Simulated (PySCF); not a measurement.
SMILES CSCC(C)=O (C4H8OS) at its GFN2-xTB optimised geometry (Å):

```
14

C      1.4169     2.0656     2.2741
S      1.8629     0.3844     1.7672
C      1.3837     0.4674     0.0000
C     -0.1240     0.4674     0.0000
C     -0.7491    -0.8970     0.0798
O     -0.7563     1.4955     0.0000
H      2.1250     2.7713     1.8478
H      0.4065     2.2859     1.9406
H      1.4687     2.0909     3.3573
H      1.8075    -0.4158    -0.4707
H      1.7999     1.3804    -0.4239
H     -1.8075    -0.8144     0.3117
H     -0.2441    -1.4955     0.8342
H     -0.6325    -1.3929    -0.8828
```

Computed with PBE0/def2-TZVP run with PySCF. Cells within 0.4 Å of a nucleus heavier than hydrogen are left out (blank, or x).

Map of the electrostatic potential (hartree/e), clipped to [-0.08, 0.12] on the plane z = 0.0 Å:

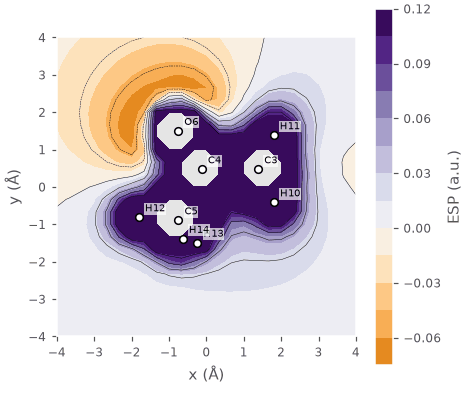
Figure: Electrostatic potential (hartree/e), clipped to [-0.08, 0.12] on the plane z = 0.0 Å.
